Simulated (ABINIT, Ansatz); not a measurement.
# TlGaF6 (R-3): G0W0 with ABINIT, start to end, part 2 of 3

Wanted: ground state, empty states, screening and self-energy for TlGaF6 (R-3).

ABINIT 10.8.3; PBEsol and many-body steps on it, plane waves. Known limits of the many-body steps: not at the basis limit; no spin-orbit coupling; coarse k mesh.

So far. Step 2 (Ground state): The gap is indirect, with the least direct gap 0.13 eV higher.

### Step 3. Bands along the symmetry lines

Level of this step: DFT, PBEsol, plane waves, norm-conserving pseudopotentials (ABINIT).

Levels along a band path, at the cheap level, show where the edges lie and whether the meshes to come will hold them.

Contents of run.abi:

```
acell 3*1.0 Angstrom
rprim 
  2.548402435337 1.471320832068 4.729815620893
  -2.548402435337 1.471320832068 4.729815620893
  0.000000000000 -2.942641664067 4.729815620914
ntypat 3
znucl 81 31 9
natom 8
typat 1 2 3 3 3 3 3 3
xred 
  0.000000000000 0.000000000000 0.000000000000
  0.500000000000 0.500000000000 0.500000000000
  0.879432130000 0.580450270000 0.272523150000
  0.580450270000 0.272523150000 0.879432130000
  0.272523150000 0.879432130000 0.580450270000
  0.419549730000 0.727476850000 0.120567870000
  0.727476850000 0.120567870000 0.419549730000
  0.120567870000 0.419549730000 0.727476850000
pp_dirpath "pseudos"
pseudos "Tl.upf, Ga.upf, F.upf"
ecut 45
iscf -2
irdden 1
kptopt 0
nkpt 31
kpt 
  0.00000000 0.00000000 0.00000000
  -0.12500000 -0.12500000 -0.12500000
  -0.25000000 -0.25000000 -0.25000000
  -0.37500000 -0.37500000 -0.37500000
  -0.50000000 -0.50000000 -0.50000000
  -0.50000000 -0.43279447 -0.56720554
  -0.50000000 -0.36558893 -0.63441107
  -0.50000000 -0.29838339 -0.70161661
  -0.50000000 -0.23117786 -0.76882214
  -0.23117786 0.23117786 -0.50000000
  -0.17338339 0.17338339 -0.50000000
  -0.11558893 0.11558893 -0.50000000
  -0.05779447 0.05779447 -0.50000000
  0.00000000 0.00000000 -0.50000000
  0.00000000 0.00000000 -0.37500000
  0.00000000 0.00000000 -0.25000000
  0.00000000 0.00000000 -0.12500000
  0.00000000 0.00000000 0.00000000
  0.00000000 0.09139723 -0.09139723
  0.00000000 0.18279446 -0.18279446
  0.00000000 0.27419170 -0.27419170
  0.00000000 0.36558893 -0.36558893
  -0.36558893 0.00000000 -0.63441107
  -0.39919170 0.00000000 -0.60080830
  -0.43279446 0.00000000 -0.56720554
  -0.46639723 0.00000000 -0.53360277
  -0.50000000 0.00000000 -0.50000000
  -0.37500000 0.00000000 -0.37500000
  -0.25000000 0.00000000 -0.25000000
  -0.12500000 0.00000000 -0.12500000
  0.00000000 0.00000000 0.00000000
istwfk *1
nband 49
nbdbuf 2
tolwfr 1e-08
nstep 40
prtwf 0
prtvol 0
indata_prefix "in"
outdata_prefix "out"
tmpdata_prefix "tmp"
```

Command:

```sh
OMP_NUM_THREADS=1 mpirun -n 4 abinit run.abi > log
```

Numbers of over 12 decimals in the logs are rounded to 6 here.

The program printed:

```text
.Version 10.8.3 of ABINIT. v10.8.2 released Aug 2026.

 Symmetries : space group R-3 (#148); Bravais hR (rhombohedral)
[... echo of the input left out ...]
== DATASET  1 ==================================================================
-   mpi_nproc: 4, omp_nthreads: 1 (-1 if OMP is not activated)

--- !DatasetInfo
iteration_state: {dtset: 1, }
dimensions: {natom: 8, nkpt: 31, mband: 49, nsppol: 1, nspinor: 1, nspden: 1, mpw: 10416, }
cutoff_energies: {ecut:  45.0, pawecutdg:  -1.0, }
electrons: {nelect:   8.40000000E+01, charge:   0.00000000E+00, occopt:   1.00000000E+00, tsmear:   1.00000000E-02, }

 Real(R)+Recip(G) space primitive vectors, cartesian coordinates (Bohr,Bohr^-1):
 R(1)=  4.8157827  2.7803934  8.9380561  G(1)=  0.1038253  0.0599436  0.0372937
 R(2)= -4.8157827  2.7803934  8.9380561  G(2)= -0.1038253  0.0599436  0.0372937
 R(3)=  0.0000000 -5.5607868  8.9380561  G(3)=  0.0000000 -0.1198871  0.0372937
 Unit cell volume ucvol=  7.1807112E+02 bohr^3
 Angles (23,13,12)=  5.44496306E+01  5.44496306E+01  5.44496306E+01 degrees

 getcut: wavevector=  0.0000  0.0000  0.0000  ngfft=  64  64  64
         ecut(hartree)=     45.000   => boxcut(ratio)=   2.01368

--- Pseudopotential description ------------------------------------------------
- Tl Generated using ONCVPSP code by D. R. Hamann
- 81.00000  21.00000  180301                  znucl, zion, pspdat
12 -116133 2 -1 2008                          pspcod,pspxc,lmax,lloc,mmax
     nproj     2     2     2
  pspatm : epsatm=   25.94155489
         --- l  ekb(1:nproj) -->
             0   16.578515    1.971474
             1    7.687221    1.303279
             2    3.866537    0.545680
 pspatm: atomic psp has been read  and splines computed

- Ga Generated using ONCVPSP code by D. R. Hamann
- 31.00000  21.00000  180301                  znucl, zion, pspdat
12 -116133 2 -1 1902                          pspcod,pspxc,lmax,lloc,mmax
     nproj     2     2     2
  pspatm : epsatm=   21.80669258
         --- l  ekb(1:nproj) -->
[...]
pspatm: atomic psp has been read  and splines computed

- F Generated using ONCVPSP code by D. R. Hamann
-  9.00000   7.00000  180301                  znucl, zion, pspdat
12 -116133 2 -1 832                           pspcod,pspxc,lmax,lloc,mmax
     nproj     2     2     1
  pspatm : epsatm=    4.89824381
         --- l  ekb(1:nproj) -->
[...]
2   -2.394754
 pspatm: atomic psp has been read  and splines computed

--------------------------------------------------------------------------------

================================================================================
 prteigrs : about to open file out_EIG
 Non-SCF case, kpt    1 (  0.00000  0.00000  0.00000), residuals and eigenvalues=
  3.07E-09  5.99E-09  2.64E-09  4.42E-09  4.07E-09  3.68E-09  8.30E-09  4.69E-09
[...]
-6.7484E-03 -5.7650E-03 -3.4937E-03 -3.4937E-03  5.3455E-03  5.3455E-03
  1.1535E-01  3.5012E-01  3.9073E-01  4.2792E-01  4.2792E-01  4.7313E-01
[...]
--- !ResultsGS
iteration_state: {dtset: 1, }
comment   : Summary of ground state results
lattice_vectors:
- [  4.8157827,   2.7803934,   8.9380561, ]
- [ -4.8157827,   2.7803934,   8.9380561, ]
- [  0.0000000,  -5.5607868,   8.9380561, ]
lattice_lengths: [  10.52669,   10.52669,   10.52669, ]
lattice_angles: [ 54.450,  54.450,  54.450, ] # degrees, (23, 13, 12)
lattice_volume:   7.1807112E+02
convergence: {deltae:  0.000E+00, res2:  0.000E+00, residm:  9.999E-09, diffor:  0.000E+00, }
etotal    :  -5.86895576E+02
entropy   :   0.00000000E+00
fermie    :   9.97278935E-03
cartesian_stress_tensor: null
pressure_GPa: null
xred      :
- [  0.0000E+00,   0.0000E+00,   0.0000E+00, Tl]
- [  5.0000E-01,   5.0000E-01,   5.0000E-01, Ga]
- [  8.7943E-01,   5.8045E-01,   2.7252E-01,  F]
- [  5.8045E-01,   2.7252E-01,   8.7943E-01,  F]
- [  2.7252E-01,   8.7943E-01,   5.8045E-01,  F]
- [  4.1955E-01,   7.2748E-01,   1.2057E-01,  F]
- [  7.2748E-01,   1.2057E-01,   4.1955E-01,  F]
- [  1.2057E-01,   4.1955E-01,   7.2748E-01,  F]
cartesian_forces: null
force_length_stats: {min: null, max: null, mean: null, }

 Integrated electronic density in atomic spheres:
 ------------------------------------------------
 Atom  Sphere_radius  Integrated_density
[...]
================================================================================

 ----iterations are completed or convergence reached----

 Mean square residual over all n,k,spin=   50.056E-10; max=  99.987E-10
 reduced coordinates (array xred) for    8 atoms
[...]
0.727476850000      0.120567870000      0.419549730000
       0.120567870000      0.419549730000      0.727476850000

 cartesian coordinates (angstrom) at end:
    1      0.000000     0.000000     0.000000
    2      0.000000     3.45e-11     7.094723
    3      0.761926     1.346017     8.193959
[...]
7      1.546648     0.013161     5.995488
    8     -0.761926    -1.346017     5.995488
 length scales=  1.889726125908  1.889726125908  1.889726125908 bohr
              =  1.000000000000  1.000000000000  1.000000000000 angstroms
 prteigrs : about to open file out_EIG
 Eigenvalues (hartree) for nkpt=  31  k points:
 kpt#   1, nband= 49, wtk=  1.00000, kpt=  0.0000  0.0000  0.0000 (reduced coord)
[...]
kpt#   2, nband= 49, wtk=  1.00000, kpt= -0.1250 -0.1250 -0.1250 (reduced coord)
[...]
kpt#   3, nband= 49, wtk=  1.00000, kpt= -0.2500 -0.2500 -0.2500 (reduced coord)
[...]
kpt#  30, nband= 49, wtk=  1.00000, kpt= -0.1250  0.0000 -0.1250 (reduced coord)
[...]
0.53536
 kpt#  31, nband= 49, wtk=  1.00000, kpt=  0.0000  0.0000  0.0000 (reduced coord)
[...]
-0.04380   -0.02022   -0.02022   -0.00675   -0.00675   -0.00577   -0.00349   -0.00349
   0.00535    0.00535    0.11535    0.35012    0.39073    0.42792    0.42792    0.47313
   0.53744

== END DATASET(S) ==============================================================
================================================================================

 -outvars: echo values of variables after computation  --------
            nband          49
             nkpt          31
          spgroup         148
 [... the other variables as echoed above ...]

 Calculation completed.
```

Elapsed: 94 s, on 4 MPI ranks of Arm Neoverse V1, shared host; peak memory 0.64 GiB.

This step gave:

| Property | Result |
| --- | --- |
| gap | 2.868 eV |
| k of the valence top | -0.5, 0, -0.5 |
| k of the conduction bottom | 0, 0, 0 |
| least direct gap | 2.993 eV |

The gap is 2.868 eV, as in the run before at this level.

The electronic bands at the labelled points (eV, zero at the top of the highest filled band):

```
     point  band 39  band 40  band 41  band 42  band 43  band 44  band 45  band 46
         Γ    -0.37    -0.37    -0.13    -0.13     2.87     9.26    10.36    11.37
         T    -0.30    -0.30    -0.24    -0.24     4.29     7.41    11.29    11.80
        H2    -0.37    -0.25    -0.23    -0.03     4.59     8.26    10.11    10.26
jump to H0    -0.37    -0.25    -0.23    -0.03     4.59     8.26    10.11    10.26
         L    -0.40    -0.37    -0.26    -0.24     4.30     7.58    10.52    11.35
         Γ    -0.37    -0.37    -0.13    -0.13     2.87     9.26    10.36    11.37
        S0    -0.37    -0.31    -0.15    -0.06     4.55     8.18    10.04    10.74
jump to S2    -0.37    -0.31    -0.15    -0.06     4.55     8.18    10.04    10.74
         F    -0.45    -0.36    -0.08     0.00     4.58     8.78     9.75    10.53
         Γ    -0.37    -0.37    -0.13    -0.13     2.87     9.26    10.36    11.37
```

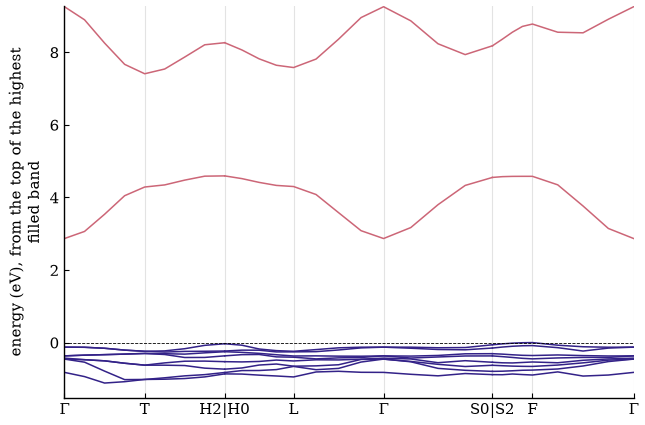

Electronic bands along the path; lines of filled and empty bands in two colours.

### Step 4. Empty states on the mesh, 2×2×2 mesh, 234 bands

The sums over transitions need many empty states on a uniform mesh; this step solves for them.

Contents of run.abi:

```
acell 3*1.0 Angstrom
rprim 
  2.548402435337 1.471320832068 4.729815620893
  -2.548402435337 1.471320832068 4.729815620893
  0.000000000000 -2.942641664067 4.729815620914
ntypat 3
znucl 81 31 9
natom 8
typat 1 2 3 3 3 3 3 3
xred 
  0.000000000000 0.000000000000 0.000000000000
  0.500000000000 0.500000000000 0.500000000000
  0.879432130000 0.580450270000 0.272523150000
  0.580450270000 0.272523150000 0.879432130000
  0.272523150000 0.879432130000 0.580450270000
  0.419549730000 0.727476850000 0.120567870000
  0.727476850000 0.120567870000 0.419549730000
  0.120567870000 0.419549730000 0.727476850000
pp_dirpath "pseudos"
pseudos "Tl.upf, Ga.upf, F.upf"
ecut 45
ngkpt 2 2 2
nshiftk 1
shiftk 0 0 0
kptopt 1
chksymbreak 0
iscf -2
irdden 1
istwfk *1
nband 234
nbdbuf 20
tolwfr 1e-09
nstep 60
prtvol 0
indata_prefix "in"
outdata_prefix "out"
tmpdata_prefix "tmp"
```

The program printed:

```text
.Version 10.8.3 of ABINIT. v10.8.2 released Aug 2026.

 Symmetries : space group R-3 (#148); Bravais hR (rhombohedral)
[... echo of the input left out ...]
== DATASET  1 ==================================================================
-   mpi_nproc: 4, omp_nthreads: 1 (-1 if OMP is not activated)

--- !DatasetInfo
iteration_state: {dtset: 1, }
dimensions: {natom: 8, nkpt: 4, mband: 234, nsppol: 1, nspinor: 1, nspden: 1, mpw: 10406, }
cutoff_energies: {ecut:  45.0, pawecutdg:  -1.0, }
electrons: {nelect:   8.40000000E+01, charge:   0.00000000E+00, occopt:   1.00000000E+00, tsmear:   1.00000000E-02, }

 Real(R)+Recip(G) space primitive vectors, cartesian coordinates (Bohr,Bohr^-1):
 R(1)=  4.8157827  2.7803934  8.9380561  G(1)=  0.1038253  0.0599436  0.0372937
 R(2)= -4.8157827  2.7803934  8.9380561  G(2)= -0.1038253  0.0599436  0.0372937
 R(3)=  0.0000000 -5.5607868  8.9380561  G(3)=  0.0000000 -0.1198871  0.0372937
 Unit cell volume ucvol=  7.1807112E+02 bohr^3
 Angles (23,13,12)=  5.44496306E+01  5.44496306E+01  5.44496306E+01 degrees

 getcut: wavevector=  0.0000  0.0000  0.0000  ngfft=  64  64  64
         ecut(hartree)=     45.000   => boxcut(ratio)=   2.01368

--- Pseudopotential description ------------------------------------------------
- Tl Generated using ONCVPSP code by D. R. Hamann
- 81.00000  21.00000  180301                  znucl, zion, pspdat
12 -116133 2 -1 2008                          pspcod,pspxc,lmax,lloc,mmax
     nproj     2     2     2
  pspatm : epsatm=   25.94155489
         --- l  ekb(1:nproj) -->
             0   16.578515    1.971474
             1    7.687221    1.303279
             2    3.866537    0.545680
 pspatm: atomic psp has been read  and splines computed

- Ga Generated using ONCVPSP code by D. R. Hamann
- 31.00000  21.00000  180301                  znucl, zion, pspdat
12 -116133 2 -1 1902                          pspcod,pspxc,lmax,lloc,mmax
     nproj     2     2     2
  pspatm : epsatm=   21.80669258
         --- l  ekb(1:nproj) -->
[...]
pspatm: atomic psp has been read  and splines computed

- F Generated using ONCVPSP code by D. R. Hamann
-  9.00000   7.00000  180301                  znucl, zion, pspdat
12 -116133 2 -1 832                           pspcod,pspxc,lmax,lloc,mmax
     nproj     2     2     1
  pspatm : epsatm=    4.89824381
         --- l  ekb(1:nproj) -->
[...]
2   -2.394754
 pspatm: atomic psp has been read  and splines computed

--------------------------------------------------------------------------------

================================================================================
 prteigrs : about to open file out_EIG
 Non-SCF case, kpt    1 (  0.00000  0.00000  0.00000), residuals and eigenvalues=
  3.84E-10  6.32E-10  1.41E-10  1.62E-10  1.71E-10  7.31E-10  9.27E-10  7.39E-10
  1.06E-10  1.11E-10  1.62E-10  1.45E-10  8.12E-11  1.07E-10  2.02E-10  1.89E-10
  1.49E-10  1.69E-10  1.53E-10  1.71E-10  2.18E-10  2.19E-10  2.21E-10  2.57E-10
[...]
3.79E-04  1.14E-03
 -5.1278E+00 -4.5186E+00 -3.3213E+00 -3.3213E+00 -3.3208E+00 -2.5012E+00
 -2.5012E+00 -2.5009E+00 -7.5284E-01 -7.2393E-01 -7.2393E-01 -7.2361E-01
 -7.2061E-01 -7.2061E-01 -4.0242E-01 -4.0242E-01 -4.0056E-01 -4.0056E-01
[...]
3.0056E+00  3.0065E+00  3.0162E+00  3.0203E+00  3.0203E+00  3.0784E+00
  3.0785E+00  3.1003E+00  3.1009E+00  3.1212E+00  3.1233E+00  3.1519E+00
 prteigrs : prtvol=0 or 1, do not print more k-points.

--- !ResultsGS
iteration_state: {dtset: 1, }
comment   : Summary of ground state results
lattice_vectors:
- [  4.8157827,   2.7803934,   8.9380561, ]
- [ -4.8157827,   2.7803934,   8.9380561, ]
- [  0.0000000,  -5.5607868,   8.9380561, ]
lattice_lengths: [  10.52669,   10.52669,   10.52669, ]
lattice_angles: [ 54.450,  54.450,  54.450, ] # degrees, (23, 13, 12)
lattice_volume:   7.1807112E+02
convergence: {deltae:  0.000E+00, res2:  0.000E+00, residm:  9.900E-10, diffor:  0.000E+00, }
etotal    :  -5.86895576E+02
entropy   :   0.00000000E+00
fermie    :   9.97278935E-03
cartesian_stress_tensor: null
pressure_GPa: null
xred      :
- [  0.0000E+00,   0.0000E+00,   0.0000E+00, Tl]
- [  5.0000E-01,   5.0000E-01,   5.0000E-01, Ga]
- [  8.7943E-01,   5.8045E-01,   2.7252E-01,  F]
- [  5.8045E-01,   2.7252E-01,   8.7943E-01,  F]
- [  2.7252E-01,   8.7943E-01,   5.8045E-01,  F]
- [  4.1955E-01,   7.2748E-01,   1.2057E-01,  F]
- [  7.2748E-01,   1.2057E-01,   4.1955E-01,  F]
- [  1.2057E-01,   4.1955E-01,   7.2748E-01,  F]
cartesian_forces: null
force_length_stats: {min: null, max: null, mean: null, }

 Integrated electronic density in atomic spheres:
 ------------------------------------------------
 Atom  Sphere_radius  Integrated_density
[...]
================================================================================

 ----iterations are completed or convergence reached----

 Mean square residual over all n,k,spin=   37.236E-11; max=  99.004E-11
 reduced coordinates (array xred) for    8 atoms
[...]
0.727476850000      0.120567870000      0.419549730000
       0.120567870000      0.419549730000      0.727476850000

 cartesian coordinates (angstrom) at end:
    1      0.000000     0.000000     0.000000
    2      0.000000     3.45e-11     7.094723
    3      0.761926     1.346017     8.193959
[...]
7      1.546648     0.013161     5.995488
    8     -0.761926    -1.346017     5.995488
 length scales=  1.889726125908  1.889726125908  1.889726125908 bohr
              =  1.000000000000  1.000000000000  1.000000000000 angstroms
 prteigrs : about to open file out_EIG
 Eigenvalues (hartree) for nkpt=   4  k points:
 kpt#   1, nband=234, wtk=  0.12500, kpt=  0.0000  0.0000  0.0000 (reduced coord)
[...]
2.89235    2.90059    2.90059    2.91170    2.98688    2.98688    3.00558    3.00652
   3.01620    3.02031    3.02032    3.07839    3.07848    3.10029    3.10092    3.12116
   3.12326    3.15189
 prteigrs : prtvol=0 or 1, do not print more k-points.

== END DATASET(S) ==============================================================
================================================================================

 -outvars: echo values of variables after computation  --------
            nband         234
             nkpt           4
          spgroup         148
 [... the other variables as echoed above ...]

 Calculation completed.
```

Wall time 1.9 min (4 MPI ranks); peak memory 0.53 GiB.

This step gave:

```
gap                                                           : 2.868 eV
k of the valence top                                          : 0.5, 0.5, 0
k of the conduction bottom                                    : 0, 0, 0
least direct gap                                              : 2.993 eV
k points computed                                             : 4
lowest point of the top converged band, above the valence top : 77.2343 eV
```

On this mesh the gap is 2.868 eV.

### Step 5. Screening, 2×2×2 mesh, 214 bands, screening to 176.9 eV

The RPA dielectric matrix is built and inverted for each q.

This step: RPA screening on PBEsol, plane waves, norm-conserving pseudopotentials.

run.abi: that of step 4 with these lines changed.

```diff
@@ -26,10 +26,11 @@
 chksymbreak 0
-iscf -2
-irdden 1
 istwfk *1
-nband 234
-nbdbuf 20
-tolwfr 1e-09
-nstep 60
-prtvol 0
+occopt 1
+irdwfk 1
+optdriver 3
+nband 214
+ecuteps 6.5
+inclvkb 2
+awtr 1
+symchi 1
 indata_prefix "in"
```

The program printed:

```text
.Version 10.8.3 of ABINIT. v10.8.2 released Aug 2026.

 Symmetries : space group R-3 (#148); Bravais hR (rhombohedral)
[... echo of the input left out ...]
== DATASET  1 ==================================================================
-   mpi_nproc: 4, omp_nthreads: 1 (-1 if OMP is not activated)

--- !DatasetInfo
iteration_state: {dtset: 1, }
dimensions: {natom: 8, nkpt: 4, mband: 214, nsppol: 1, nspinor: 1, nspden: 1, mpw: 10406, }
cutoff_energies: {ecut:  45.0, pawecutdg:  -1.0, }
electrons: {nelect:   8.40000000E+01, charge:   0.00000000E+00, occopt:   1.00000000E+00, tsmear:   1.00000000E-02, }

 SCREENING: Calculation of the susceptibility and dielectric matrices

 Based on a program developped by R.W. Godby, V. Olevano, G. Onida, and L. Reining.
 Incorporated in ABINIT by V. Olevano, G.-M. Rignanese, and M. Torrent.
.Using double precision arithmetic ; gwpc =  8

[... cell and pseudopotentials left out ...]
--------------------------------------------------------------------------------

 ==== K-mesh for the wavefunctions ====
 Number of points in the irreducible wedge :     4
[... list of points left out ...]
 Together with  6 symmetry operations and time-reversal symmetry
 yields     8 points in the full Brillouin Zone.

 ==== Q-mesh for the screening function ====
 Number of points in the irreducible wedge :     4
[... list of points left out ...]
 Together with  6 symmetry operations and time-reversal symmetry
 yields     8 points in the full Brillouin Zone.

 setmesh: FFT mesh size selected  =    45x   45x   45
          total number of points  =        91125

 vcoul_init : cutoff-mode = AUXILIARY_FUNCTION
 q-points for optical limit:   1
     1)      0.000010    0.000020    0.000030

- screening: taking advantage of time-reversal symmetry
- Maximum band index for partially occupied states nbvw = 42
- Remaining bands to be divided among processors   nbcw = 172
- Number of bands treated by each node ~43

 Number of electrons calculated from density =   84.0000; Expected =   84.0000
 average of density, n =  0.116980
 r_s =    1.2684
 omega_plasma =   32.9922 [eV]

 calculating chi0 at frequencies [eV] :
  1    0.000000E+00    0.000000E+00
  2    0.000000E+00    3.299222E+01

--------------------------------------------------------------------------------
  q-point number  1        q = ( 0.000000, 0.000000, 0.000000) [r.l.u.]
--------------------------------------------------------------------------------
[... chi0 elements left out ...]
 For q-point:  0.000010 0.000020 0.000030
  dielectric constant =   2.8228
  dielectric constant without local fields =   3.0443

  Average fulfillment of the sum rule on Im[epsilon] for q-point    1 :     51.85  [%]
[... wings left out ...]
  q-point number  2        q = ( 0.500000, 0.000000, 0.000000) [r.l.u.]
--------------------------------------------------------------------------------
[... chi0 elements left out ...]
  Average fulfillment of the sum rule on Im[epsilon] for q-point    2 :     56.56  [%]

 [... 2 further q-points ...]
```

It took 2.5 min on 4 MPI ranks; peak memory 2.8 GiB.

This step gave:

```yaml
eps_infinity_with_local_fields_on_this_mesh_along_the_program_s_q_direction: 2.823
the_same_without_local_fields: 3.044
plasma_frequency: 32.99 eV
plane_waves_in_the_screening_matrix: 563
```

Local fields lower ε∞ by 7 %. On a Γ-centred mesh this coarse the value itself is usually too large, while a short band sum pulls it down.

(Part 2 of 3 ends here.)

[Paths, hosts, dates, memory and timing lines, banners, echoed tables and standing remarks are left out of the program output.]

[Logs are printed without paths, hosts, clocks, repeated set-up lines and the standing remarks that a program may print on its own settings, such as how far it seeks lower states.]

[Runs of the session that timed out or met a known fault of the program may be left out.]

[Hosts, paths, dates, database ids (printed as entryN), source tags and the programs' standing remarks are cut or masked in the printed files.]

[G0W0 gaps are taken among the corrected bands and points alone; a level outside them can change the order at an edge.]

[Where Ansatz stands beside ABINIT at settings called matched, ABINIT's density can come from a denser mesh and the files from another edition; pairs whose starting gaps differed by over 0.03 eV were left out, so agreement reads better than it is.]
